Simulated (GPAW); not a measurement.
# STM contrast on Bi2Se3 quintuple layer monolayer

Aim: Tersoff-Hamann images of Bi2Se3 quintuple layer monolayer at several biases.

Method: GPAW, PAW setups; layer in a repeated cell with vacuum, relaxation of atoms and in-plane cell, in the first sound run; inputs show where later runs differ, in GPAW 26.7.0.

### 1. The structure

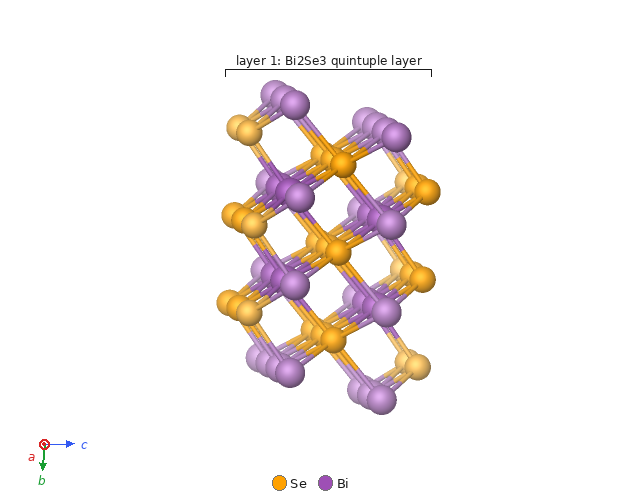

Start, viewed from the side, with the c axis across the page; selenium orange, bismuth purple. 2×2×1 cells are drawn. Some periodic images of atoms are drawn too.

The cell holds 5 atoms: 3 Se and 2 Bi. Cell: a = 4.190 Å, b = 4.190 Å, c = 23.200 Å, α = 90.0°, β = 90.0°, γ = 120.0°. Vacuum lies along c.

### 2. Relaxation

Forces are removed first; all later runs use this geometry.

Contents of run.py:

```python
import json
import numpy as np
from ase import Atoms
from ase.filters import FrechetCellFilter
from ase.optimize import BFGS
from gpaw import GPAW, PW

slab = Atoms(
    ['Se', 'Bi', 'Se', 'Bi', 'Se'],
    positions=[
        [-0.00000, 2.41910, 8.00000],
        [2.09500, 1.20955, 9.65000],
        [0.00000, 0.00000, 11.60000],
        [-0.00000, 2.41910, 13.55000],
        [2.09500, 1.20955, 15.20000]],
    cell=[[4.19, 0.0, 0.0], [-2.095, 3.62865, 0.0], [0.0, 0.0, 23.2]],
    pbc=[True, True, True])

slab.calc = GPAW(mode=PW(600), xc='PBE', kpts={'size': (9, 9, 1), 'gamma': True},
                 occupations={'name': 'fermi-dirac', 'width': 0.05}, nbands='160%',
                 convergence={'density': 1e-05}, maxiter=200,
                 symmetry={'tolerance': 1e-3}, txt='slab.txt')
result = {}
# The in-plane cell is free; stress needs a cell that repeats along all three vectors
path = []
opt = BFGS(FrechetCellFilter(slab, mask=[1, 1, 0, 0, 0, 1]), maxstep=0.2)
opt.attach(lambda: path.append((slab.get_potential_energy(), slab.positions.tolist(), slab.get_forces().tolist())))
result['relaxed'] = bool(opt.run(fmax=0.02, steps=45))
result['path'] = path
result['cell'] = slab.cell.tolist()
print('in-plane lattice', slab.cell.cellpar().round(4)[[0, 1, 5]])
energy = slab.get_potential_energy()
fermi = slab.calc.get_fermi_level()
v = slab.calc.get_electrostatic_potential().mean((0, 1)) - fermi
n = slab.calc.get_pseudo_density().mean((0, 1))
L = slab.cell[2, 2]
z = np.arange(len(v)) * L / len(v)
low, high = slab.positions[:, 2].min(), slab.positions[:, 2].max()
below, above = np.interp([low - 5.8, high + 5.8], z, v)
slopes = [np.interp(x, z, np.gradient(v, z)) for x in (low - 5.8, high + 5.8)]
eps = np.array([[slab.calc.get_eigenvalues(k, s) for k in range(len(slab.calc.get_ibz_k_points()))]
                for s in range(slab.calc.get_number_of_spins())]) - fermi
top, bottom = eps[eps < 0].max(), eps[eps > 0].min()
dipole = slab.get_dipole_moment()[2]
print(f'energy {energy:.4f} eV, Fermi level {fermi:.4f} eV, dipole {dipole:.5f} e A')
print(f'potential 5.8 A off the faces, from the Fermi level: lower {below:.4f} eV, upper {above:.4f} eV')
print(f'slope of the potential there: lower {slopes[0]:.5f}, upper {slopes[1]:.5f} eV/A')
print(f'nearest levels on the mesh: {top:.4f} and {bottom:.4f} eV')
print('magnetic moment', round(slab.get_magnetic_moment(), 3))
result.update(energy=energy, fermi=fermi, dipole=dipole, below=below, above=above, slopes=slopes, edges=[top, bottom],
              z=z.tolist(), v=v.tolist(), n=n.tolist(), positions=slab.positions.tolist(),
              forces=slab.get_forces(apply_constraint=False).tolist(), moments=slab.get_magnetic_moments().tolist())
json.dump(result, open('result.json', 'w'))
```

Command:

```sh
OMP_NUM_THREADS=1 OPENBLAS_NUM_THREADS=1 python run.py
```

The program printed:

```text
Step          Energy          fmax
BFGS:    0      -21.694929        0.558476
BFGS:    1      -21.711628        0.459832
BFGS:    2      -21.741425        0.097375
BFGS:    3      -21.741752        0.074229
BFGS:    4      -21.742804        0.078968
BFGS:    5      -21.743807        0.077797
BFGS:    6      -21.744448        0.048395
BFGS:    7      -21.744653        0.045131
BFGS:    8      -21.744781        0.049428
BFGS:    9      -21.745033        0.050682
BFGS:   10      -21.745414        0.041413
BFGS:   11      -21.745899        0.035721
BFGS:   12      -21.746074        0.015414
in-plane lattice [  4.1826   4.1826 120.    ]
energy -21.7461 eV, Fermi level -0.9426 eV, dipole 0.00019 e A
potential 5.8 A off the faces, from the Fermi level: lower 5.4857 eV, upper 5.4857 eV
slope of the potential there: lower 0.00001, upper -0.00001 eV/A
nearest levels on the mesh: -0.4965 and 0.3563 eV
magnetic moment 0.0
```

It took 22 min on 1 thread of Intel Xeon Platinum 8259CL at 2.50GHz (Skylake/Cascade Lake), shared host; peak memory 0.59 GiB.

Numbers from this step:

* dipole along the normal: 1.93e-4 e·Å
* levels nearest the Fermi level on the mesh: -0.4965, 0.3563 eV from the Fermi level

The electrostatic potential energy of an electron (without an applied field's), less the Fermi level, planar mean oscillates, so the rows of the table below give means over windows of 1.98 Å about each position, cut where the curve ends. Its maxima inside the range that stand out by 2 % of the span (Å: eV): 8.8: -3.99, 10.7: -0.393, 12.5: -0.393, 14.4: -3.99. Its minima: 8.1: -11.4, 9.6: -14.4, 11.6: -11.0, 13.6: -14.4, 15.1: -11.4.

Electrostatic potential energy of an electron (without an applied field's), less the Fermi level, planar mean against z; means over each step:

```
z (Å)  electrostatic potential energy of an electron (without an applied field's), less the Fermi level, planar mean (eV)
 0.99                                                                                                                5.49
 2.97                                                                                                                5.49
 4.95                                                                                                                5.47
 6.93                                                                                                                2.29
 8.91                                                                                                               -9.14
10.89                                                                                                               -5.41
12.87                                                                                                               -6.49
14.85                                                                                                               -6.34
16.83                                                                                                                4.79
18.81                                                                                                                5.48
20.79                                                                                                                5.49
22.77                                                                                                                5.49
```

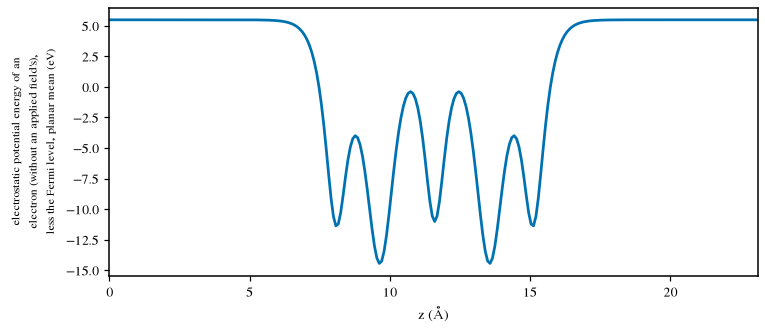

Electrostatic potential energy of an electron (without an applied field's), less the Fermi level, planar mean against z.

The pseudo valence density, planar mean oscillates, so the rows of the table below give means over windows of 2.5 Å about each position, cut where the curve ends. Its maxima inside the range that stand out by 2 % of the span (Å: e/Å³): 7.7: 0.248, 9.6: 0.974, 11.2: 0.276, 12.0: 0.276, 13.6: 0.974, 15.5: 0.248. Its minima: 8.1: 0.147, 10.7: 0.203, 11.7: 0.163, 12.5: 0.203, 15.1: 0.147.

Table of pseudo valence density, planar mean by z; means over each step:

```
z (Å)  pseudo valence density, planar mean (e/Å³)
  2.5                                           0
  5.0                                     0.00105
  7.5                                       0.154
 10.0                                       0.449
 12.5                                       0.378
 15.0                                       0.276
 17.5                                     0.00834
 20.0                                      5.3e-6
```

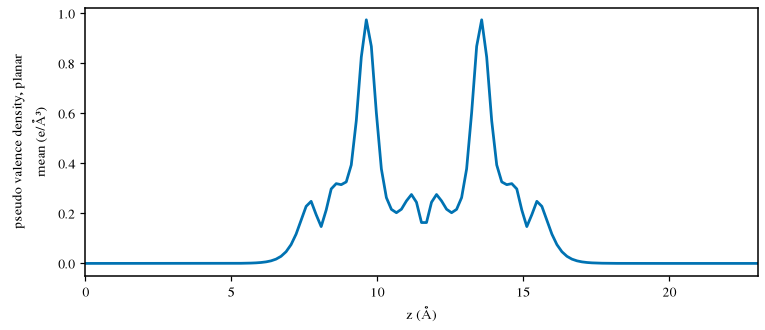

Pseudo valence density, planar mean against z.

The relaxation lowered the energy of the cell by 0.0511 eV (energies extrapolated to zero smearing; the optimiser's log prints free energies). The largest force left on a free atom is 0.015 eV/Å.

### 3. The slab's potential

The work function is the vacuum plateau of the electrostatic potential less the Fermi level; a dipole layer lets the two faces have plateaus of their own.

This step: GPAW, PAW setups; slab in vacuum (GPAW 26.7.0).

The cell differs from the one that the last finished run ended in (c 23.200 → 23.031 Å).

Contents of run.py:

```python
import json
import numpy as np
from ase import Atoms
from ase.dft.stm import STM
from gpaw import GPAW, PW

slab = Atoms(
    ['Se', 'Bi', 'Se', 'Bi', 'Se'],
    positions=[
        [0.00000, 2.41480, 8.00000],
        [2.09128, 1.20740, 9.56124],
        [0.00000, 0.00000, 11.51539],
        [0.00000, 2.41480, 13.46953],
        [2.09128, 1.20740, 15.03077]],
    cell=[[4.18256, -0.0, 0.0], [-2.09128, 3.62221, 0.0], [0.0, 0.0, 23.0308]],
    pbc=[True, True, False])

slab.calc = GPAW(mode=PW(400), xc='PBE', kpts={'size': (9, 9, 1), 'gamma': True},
                 occupations={'name': 'fermi-dirac', 'width': 0.05}, nbands='160%',
                 convergence={'density': 1e-05}, maxiter=200,
                 poissonsolver={'dipolelayer': 'xy'},
                 symmetry={'tolerance': 1e-3}, txt='slab.txt')
result = {}
energy = slab.get_potential_energy()
fermi = slab.calc.get_fermi_level()
v = slab.calc.get_electrostatic_potential().mean((0, 1)) - fermi
n = slab.calc.get_pseudo_density().mean((0, 1))
L = slab.cell[2, 2]
z = np.arange(len(v)) * L / len(v)
low, high = slab.positions[:, 2].min(), slab.positions[:, 2].max()
below, above = np.interp([low - 5.8, high + 5.8], z, v)
slopes = [np.interp(x, z, np.gradient(v, z)) for x in (low - 5.8, high + 5.8)]
eps = np.array([[slab.calc.get_eigenvalues(k, s) for k in range(len(slab.calc.get_ibz_k_points()))]
                for s in range(slab.calc.get_number_of_spins())]) - fermi
top, bottom = eps[eps < 0].max(), eps[eps > 0].min()
dipole = slab.get_dipole_moment()[2]
print(f'energy {energy:.4f} eV, Fermi level {fermi:.4f} eV, dipole {dipole:.5f} e A')
print(f'potential 5.8 A off the faces, from the Fermi level: lower {below:.4f} eV, upper {above:.4f} eV')
print(f'slope of the potential there: lower {slopes[0]:.5f}, upper {slopes[1]:.5f} eV/A')
print(f'nearest levels on the mesh: {top:.4f} and {bottom:.4f} eV')
print('magnetic moment', round(slab.get_magnetic_moment(), 3))
result.update(energy=energy, fermi=fermi, dipole=dipole, below=below, above=above, slopes=slopes, edges=[top, bottom],
              z=z.tolist(), v=v.tolist(), n=n.tolist(), positions=slab.positions.tolist(),
              forces=slab.get_forces(apply_constraint=False).tolist(), moments=slab.get_magnetic_moments().tolist())

# Images need the states of the whole zone, up to time reversal
slab.calc = slab.calc.fixed_density(symmetry={'point_group': False}, txt='states.txt', nbands='280%',
                                    convergence={'bands': 'CBM+2.3'})
stm = STM(slab)
result['stm'] = []
for bias in [-1.5, 2.0]:
    height = high + 3.0
    current = stm.get_averaged_current(bias, height)
    x, y, h = stm.scan(bias, current)
    i, f = divmod(height / L * stm.ldos.shape[2], 1)
    I = abs((1 - f) * stm.ldos[:, :, int(i)] + f * stm.ldos[:, :, int(i) + 1])
    print(f'bias {bias} V: mean current at 3.0 A {current:.4e}, corrugation {np.ptp(h):.4f} A')
    result['stm'].append(dict(bias=bias, current=current, h=(h - high).tolist(), I=I.tolist()))
json.dump(result, open('result.json', 'w'))
```

The program printed:

```text
energy -21.6304 eV, Fermi level -0.9093 eV, dipole -0.00040 e A
potential 5.8 A off the faces, from the Fermi level: lower 5.4835 eV, upper 5.4898 eV
slope of the potential there: lower -0.00000, upper 0.00000 eV/A
nearest levels on the mesh: -0.4979 and 0.3577 eV
magnetic moment 0.0
bias -1.5 V: mean current at 3.0 A 6.4460e-05, corrugation 0.6352 A
bias 2.0 V: mean current at 3.0 A 9.7849e-05, corrugation 0.4672 A
```

Run time: 4.5 min. Hardware: 1 thread; peak memory 0.66 GiB.

This step gave:

- dipole along the normal: -4.04e-4 e·Å
- levels nearest the Fermi level on the mesh: -0.4979, 0.3577 eV from the Fermi level
- upper work function: 5.490 eV
- lower work function: 5.483 eV
- corrugation -1.5: 0.6352 Å
- corrugation 2: 0.4672 Å
- upper ionisation energy: 5.988 eV

The electrostatic potential energy of an electron (without an applied field's), less the Fermi level, planar mean oscillates, so the rows of the table below give means over windows of 1.92 Å about each position, cut where the curve ends. Its maxima inside the range that stand out by 2 % of the span (Å: eV): 8.7: -4.07, 10.7: -0.396, 12.4: -0.395, 14.3: -4.07. Its minima: 8.0: -11.4, 9.6: -14.4, 11.5: -11.0, 13.4: -14.4, 15.0: -11.4.

The electrostatic potential energy of an electron (without an applied field's), less the Fermi level, planar mean by z; means over each step:

```csv
z (Å),"electrostatic potential energy of an electron (without an applied field's), less the Fermi level, planar mean (eV)"
0.96,5.48
2.88,5.48
4.80,5.48
6.72,3.24
8.64,-8.56
10.56,-5.71
12.48,-5.73
14.40,-8.52
16.32,3.30
18.24,5.48
20.16,5.49
22.08,5.49
```

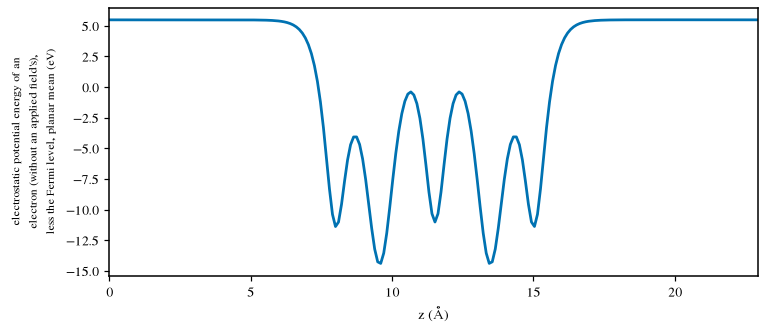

Electrostatic potential energy of an electron (without an applied field's), less the Fermi level, planar mean against z.

The pseudo valence density, planar mean oscillates, so the rows of the table below give means over windows of 2.5 Å about each position, cut where the curve ends. Its maxima inside the range that stand out by 2 % of the span (Å: e/Å³): 7.7: 0.245, 9.6: 0.968, 11.1: 0.276, 11.9: 0.276, 13.4: 0.968, 15.4: 0.245. Its minima: 7.9: 0.165, 10.7: 0.207, 11.5: 0.147, 12.4: 0.207, 15.1: 0.165.

Pseudo valence density, planar mean against z; means over each step:

```csv
z (Å),"pseudo valence density, planar mean (e/Å³)"
2.5,1.0e-6
5.0,0.00139
7.5,0.165
10.0,0.446
12.5,0.392
15.0,0.256
17.5,0.00657
20.0,4.3e-6
```

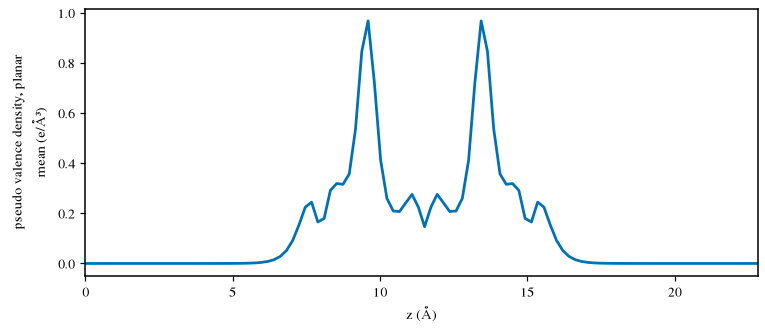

Pseudo valence density, planar mean against z.

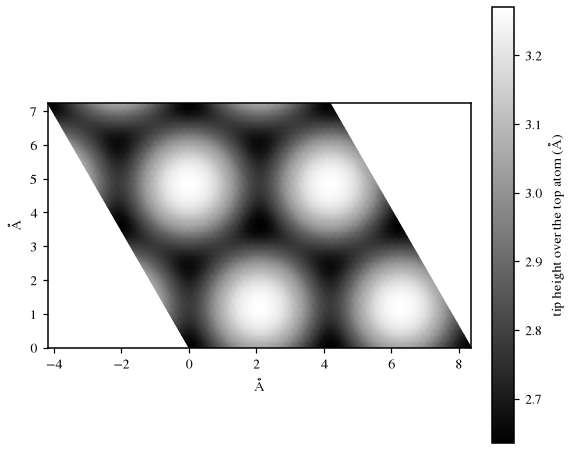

Tip height over the top atom over a1 and a2. Sample bias -1.5 V, constant current at the mean current 3.0 Å over the top atom. The cell is repeated, with its origin at the lower left corner.

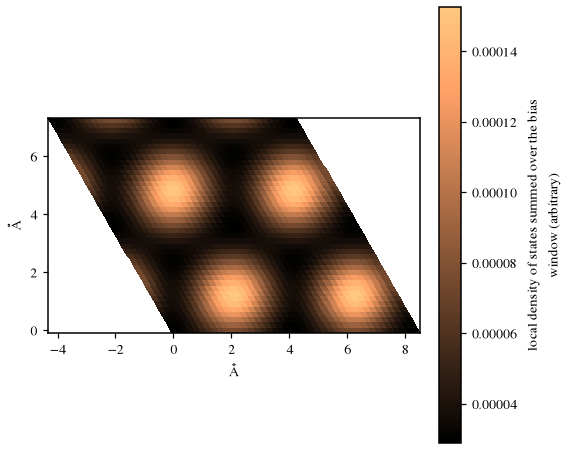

Local density of states summed over the bias window over a1 and a2. Sample bias -1.5 V, constant height 3.0 Å over the top atom. The cell is repeated, with its origin at the lower left corner.

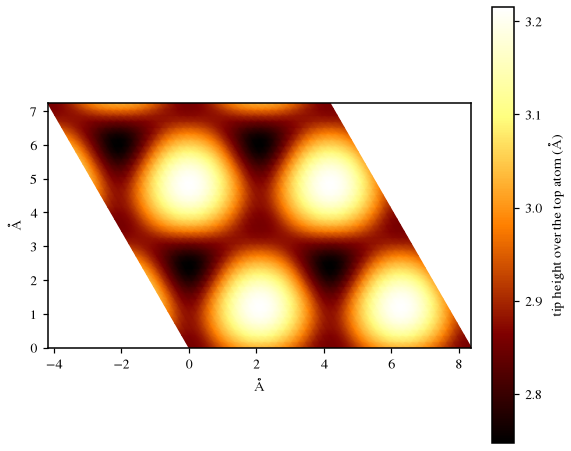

Tip height over the top atom over a1 and a2. Sample bias 2 V, constant current at the mean current 3.0 Å over the top atom. The cell is repeated, with its origin at the lower left corner.

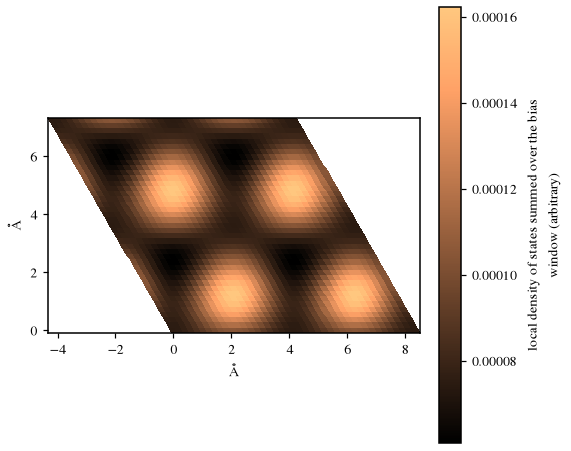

Local density of states summed over the bias window over a1 and a2. Sample bias 2 V, constant height 3.0 Å over the top atom. The cell is repeated, with its origin at the lower left corner.

The layer is gapped, so the Fermi level lies somewhere inside the gap, set by smearing and numerics, and these work functions are no property of the material; the band edges below the vacuum level are. The potential is flat to 2.9e-6 eV/Å where it is read, so the vacuum is wide enough.

### 4. A changed run

One more run, with changed settings.

Edit run.py of step 3 so:

```diff
@@ -3,4 +3,4 @@
 from ase import Atoms
-from ase.dft.stm import STM
 from gpaw import GPAW, PW
+from gpaw.external import ConstantElectricField
 
@@ -19,4 +19,5 @@
                  occupations={'name': 'fermi-dirac', 'width': 0.05}, nbands='160%',
-                 convergence={'density': 1e-05}, maxiter=200,
+                 convergence={'density': 1e-05}, maxiter=50,
                  poissonsolver={'dipolelayer': 'xy'},
+                 external=ConstantElectricField(3.0, [0, 0, 1]),
                  symmetry={'tolerance': 1e-3}, txt='slab.txt')
@@ -44,16 +45,2 @@
               forces=slab.get_forces(apply_constraint=False).tolist(), moments=slab.get_magnetic_moments().tolist())
-
-# Images need the states of the whole zone, up to time reversal
-slab.calc = slab.calc.fixed_density(symmetry={'point_group': False}, txt='states.txt', nbands='280%',
-                                    convergence={'bands': 'CBM+2.3'})
-stm = STM(slab)
-result['stm'] = []
-for bias in [-1.5, 2.0]:
-    height = high + 3.0
-    current = stm.get_averaged_current(bias, height)
-    x, y, h = stm.scan(bias, current)
-    i, f = divmod(height / L * stm.ldos.shape[2], 1)
-    I = abs((1 - f) * stm.ldos[:, :, int(i)] + f * stm.ldos[:, :, int(i) + 1])
-    print(f'bias {bias} V: mean current at 3.0 A {current:.4e}, corrugation {np.ptp(h):.4f} A')
-    result['stm'].append(dict(bias=bias, current=current, h=(h - high).tolist(), I=I.tolist()))
 json.dump(result, open('result.json', 'w'))
```

The program printed:

```text
energy -25.9238 eV, Fermi level -3.7686 eV, dipole 3.27681 e A
potential 5.8 A off the faces, from the Fermi level: lower 30.1663 eV, upper -7.0808 eV
slope of the potential there: lower -1.88358, upper 0.03866 eV/A
nearest levels on the mesh: -0.0092 and 0.0829 eV
magnetic moment 0.0
```

Elapsed: 4.4 min, on 1 thread; peak memory 0.45 GiB.

The run finished. A setting was moved off its sound value on purpose, so it serves as a test and not as the result.

The fault put into the input: a field far too strong (field = 3.0).

The two runs compared:

```
                     quantity  this run  sound run  difference
dipole along the normal (e·Å)    3.2768  -4.037e-4        3.28
```

The two runs differ clearly in the dipole along the normal: 3.28 e·Å against -4.0e-4 e·Å.

### 5. Results

| Quantity | Value |
| --- | --- |
| work function, upper and lower face (Fermi level placed in the gap by the smearing) | 5.490 and 5.483 eV |
| ionisation energy from the upper face (highest filled level on the mesh) | 5.99 eV |
| electron affinity from the upper face (lowest empty Kohn-Sham level on the mesh) | 5.13 eV |
| dipole along the normal | -4.0e-4 e Å |
| corrugation at -1.5 V | 0.635 Å |
| corrugation at 2 V | 0.467 Å |

In words: The corrugation at constant current is largest at -1.5 V, where the tip height varies by 0.64 Å over the cell. Negative sample bias images filled states, positive bias empty ones. The levels nearest the Fermi level on the mesh lie 0.856 eV apart, so the slab is gapped there: the smearing puts the Fermi level inside the gap, and from either face the ionisation energy is the work function plus 0.50 eV. Both are Kohn-Sham levels on the mesh, and semilocal gaps are too small, so the affinity tends to come out too large and the ionisation energy too small. The images are of Tersoff-Hamann type: an s-wave tip, no tip-sample forces, heights closer than in a microscope. With elements this heavy, spin-orbit coupling can move band edges by tenths of an eV. Biases count from a Fermi level whose place in the gap is arbitrary, so only their reach past the band edges has a meaning. The small printed dipole stands for a step of 4.8 meV from the lower to the upper face, and the probes find 6.3 meV; values this small are near the numerical noise of both. The layer's cell and atoms come from the relaxation; spin-orbit coupling and temperature are left out.

[Logs are printed without paths, hosts, clocks, repeated set-up lines and the standing remarks that a program may print on its own settings, such as how far it seeks lower states.]

[Hosts, paths, dates, database ids (printed as entryN), source tags and the programs' standing remarks are cut or masked in the printed files.]
